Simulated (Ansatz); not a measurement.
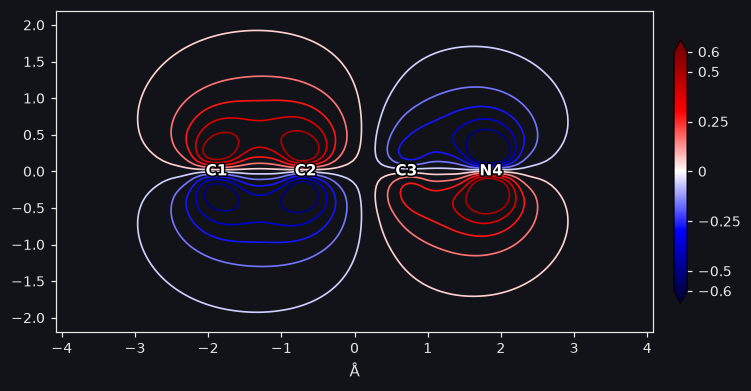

*C3N (SMILES [C]#CC#N) (doublet). The HOMO (β) on a plane that holds the molecular axis (values in Å⁻³ᐟ²; the overall sign is arbitrary).*

Geometry: PBE0-D3(BJ)/def2-SVP; ⟨S²⟩ = 0.81, above the pure value of 0.75.

The calculation used isolated molecule in a Gaussian basis; Kohn-Sham density functional theory, functional PBE0 in Ansatz 0.2.0.

Input

```
crystal:
  periodic: [false, false, false]
  atoms:
    - {symbol: C, position_ang: [0.000000, 0.000000, -1.891104]}
    - {symbol: C, position_ang: [0.000000, 0.000000, -0.674554]}
    - {symbol: C, position_ang: [0.000000, 0.000000, 0.701683]}
    - {symbol: "N", position_ang: [0.000000, 0.000000, 1.863974]}
basis:
  gaussian: {orbitals: def2-TZVPD}
total_charge: 0
magnetization: {spin_polarized: true, initial_magnetization: 1}
hamiltonian: {xc: {name: PBE0}}
output: {forces: true, orbitals: {seedname: orbitals}}
```

Run with:

```sh
ansatz run input.yaml --threads 1 --pin off --max-ram 2610MiB --events-out events.jsonl --progress --plain --runs-dir runs
```

**Where does this orbital lie, and at what energy?**

By Hirshfeld shares it lies mainly on C1 (about 30 %), C2 (about 30 %), N4 (about 30 %) and C3 (about 10 %); it vanishes on the molecular axis (π type); π-bonding across C1–C2. It is one of a degenerate set, so its orientation is arbitrary. Its energy is −9.14 eV.
